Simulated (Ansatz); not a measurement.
# B3LYP/6-31G(d) (Cartesian functions) run of C3H8Si (SMILES CC(C)[SiH])

What is the energy change on altering one bond length of C3H8Si at B3LYP/6-31G* (Cartesian functions)? 

Program for the calculation: Ansatz 0.2.0.

62 further runs of the same task are left out: 62 set aside as unsound or not needed.

## 1. The structure to begin with

C3H8Si has 12 atoms, charge 0, and is taken as a singlet. SMILES: `CC(C)[SiH]`. The coordinates come from a PBE0-D4/def2-TZVP relaxation. This is one conformer, not always the lowest.

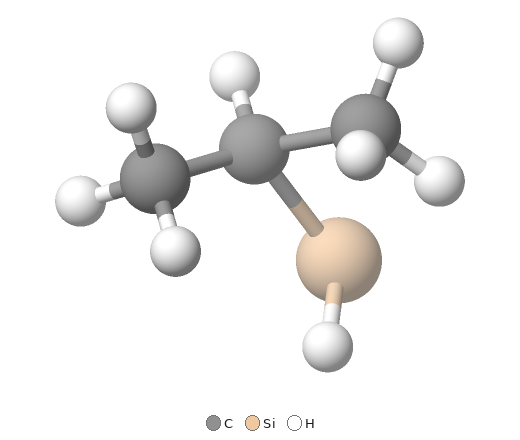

Viewed from a chosen angle; carbon grey, silicon light orange, hydrogen white.

## 2. A single-point energy at B3LYP/6-31G(d) (Cartesian functions)

Input file molecule.yaml:

```yaml
basis:
  gaussian:
    orbitals: "6-31G*"
crystal:
  periodic: [false, false, false]
  atoms:
    - {symbol: C, position_ang: [-0.253100, 0.907000, -1.062800]}
    - {symbol: C, position_ang: [0.097600, -0.436300, -0.460200]}
    - {symbol: C, position_ang: [0.789900, -0.357500, 0.904100]}
    - {symbol: Si, position_ang: [-1.169000, -1.505700, 0.467600]}
    - {symbol: H, position_ang: [-0.840100, 0.787500, -1.976500]}
    - {symbol: H, position_ang: [-0.850600, 1.498900, -0.364400]}
    - {symbol: H, position_ang: [0.640200, 1.486400, -1.322400]}
    - {symbol: H, position_ang: [0.694200, -1.034400, -1.150400]}
    - {symbol: H, position_ang: [0.750400, 0.645900, 1.325000]}
    - {symbol: H, position_ang: [0.284700, -1.010900, 1.698600]}
    - {symbol: H, position_ang: [1.807500, -0.747500, 0.908500]}
    - {symbol: H, position_ang: [-1.874800, -0.288600, 1.067000]}
hamiltonian:
  xc: {name: B3LYP}
accuracy: high
output: {orbitals: {seedname: orbitals}}
```

Command:

```bash
$ ansatz run molecule.yaml --threads 1 --pin off --max-ram 3480MiB --events-out events.jsonl --progress --plain --runs-dir runs
```

What it wrote:

```text
Warning: RAYON_NUM_THREADS=1 ignored (pool sized by the plan → 1); use --threads N
Functional definition: B3LYP
  name "B3LYP"
  parameter a0 = 0.2
  parameter ax = 0.72
  parameter ac = 0.81
  exchange = (1 - a0 - ax)*slater_x + ax*b88_x + a0*exact_x
  correlation = (1 - ac)*vwn_rpa_c + ac*lyp_c
1961 factors; integrals over basis functions are off by at most 3.4e-9 eV
mean field evaluation 1: about -11110.1182 eV, gradient 5.4e1 eV
mean field evaluation 2: about -11100.6440 eV, gradient 7.9e1 eV
mean field evaluation 4: about -11117.3072 eV, gradient 3.7e0 eV
mean field evaluation 8: about -11117.5097 eV, gradient 1.4e-1 eV
mean field evaluation 16: about -11117.5098 eV, gradient 5.6e-5 eV
mean field -11117.50981999 eV, -408.5609501657 hartree, gradient 2.0e-8 eV, S^2 0.000000; 0 other end points of the search recorded, 0 dependent functions left out
reference -11117.50985778 eV, -408.5609515548 hartree; 20, 20 occupied and 60, 60 virtual orbitals, 1961 factors
Total energy: -11117.50985778 eV, -408.5609515548 hartree
```

Wall time 4.5 s (1 thread of Intel Xeon 6975P-C (Granite Rapids), shared host); peak memory 0.29 GiB.

## 3. The distorted shape, same level

Input file molecule.yaml:

```yaml
basis:
  gaussian: {orbitals: "6-31G*"}
crystal:
  periodic: [false, false, false]
  atoms:
    - {symbol: C, position_ang: [-0.041357, 0.541865, -1.242623]}
    - {symbol: C, position_ang: [0.309343, -0.801435, -0.640023]}
    - {symbol: C, position_ang: [1.001643, -0.722635, 0.724277]}
    - {symbol: Si, position_ang: [-0.957257, -1.870835, 0.287777]}
    - {symbol: H, position_ang: [-0.628357, 0.422365, -2.156323]}
    - {symbol: H, position_ang: [-0.638857, 1.133765, -0.544223]}
    - {symbol: H, position_ang: [0.851943, 1.121265, -1.502223]}
    - {symbol: H, position_ang: [0.905943, -1.399535, -1.330223]}
    - {symbol: H, position_ang: [0.962143, 0.280765, 1.145177]}
    - {symbol: H, position_ang: [0.496443, -1.376035, 1.518777]}
    - {symbol: H, position_ang: [2.019243, -1.112635, 0.728677]}
    - {symbol: H, position_ang: [-1.874800, -0.288600, 1.067000]}
hamiltonian: {xc: {name: B3LYP}}
accuracy: high
output: {orbitals: {seedname: orbitals}}
```

Command:

```bash
$ ansatz run molecule.yaml --threads 1 --pin off --max-ram 3480MiB --events-out events.jsonl --progress --plain --runs-dir runs
```

What it wrote:

```text
Warning: RAYON_NUM_THREADS=1 ignored (pool sized by the plan → 1); use --threads N
Functional definition: B3LYP
  name "B3LYP"
  parameter a0 = 0.2
  parameter ax = 0.72
  parameter ac = 0.81
  exchange = (1 - a0 - ax)*slater_x + ax*b88_x + a0*exact_x
  correlation = (1 - ac)*vwn_rpa_c + ac*lyp_c
1962 factors; integrals over basis functions are off by at most 3.3e-9 eV
mean field evaluation 1: about -11109.2534 eV, gradient 5.4e1 eV
mean field evaluation 2: about -11098.8906 eV, gradient 8.1e1 eV
mean field evaluation 4: about -11116.5149 eV, gradient 3.9e0 eV
mean field evaluation 8: about -11116.7085 eV, gradient 1.5e-1 eV
mean field evaluation 16: about -11116.7086 eV, gradient 5.5e-5 eV
mean field -11116.70857247 eV, -408.5315048624 hartree, gradient 6.5e-8 eV, S^2 0.000000; 0 other end points of the search recorded, 0 dependent functions left out
reference -11116.70861059 eV, -408.5315062636 hartree; 20, 20 occupied and 60, 60 virtual orbitals, 1962 factors
Total energy: -11116.70861059 eV, -408.5315062636 hartree
```

Wall time 4.5 s (1 thread of Intel Xeon 6975P-C (Granite Rapids), shared host); peak memory 0.29 GiB.

## 4. Outcome

Level: B3LYP/6-31G* (Cartesian functions).

```
                                                           quantity          value
                                          first shape: total energy  -408.56095 Eh
                                           first shape: HOMO energy       -5.79 eV
                                           first shape: LUMO energy       -1.40 eV
                                         first shape: HOMO–LUMO gap        4.40 eV
                                      distorted shape: total energy  -408.53151 Eh
                                       distorted shape: HOMO energy       -5.96 eV
                                       distorted shape: LUMO energy       -1.59 eV
                                     distorted shape: HOMO–LUMO gap        4.38 eV
energy change with the Si4–H12 bond stretched from 1.529 to 1.988 Å       0.801 eV
```

**Reading.** With the Si4–H12 bond stretched from 1.529 to 1.988 Å the energy rises by 0.80 eV (77.3 kJ/mol). The first shape isn't relaxed at this level, so the change isn't measured from a minimum.
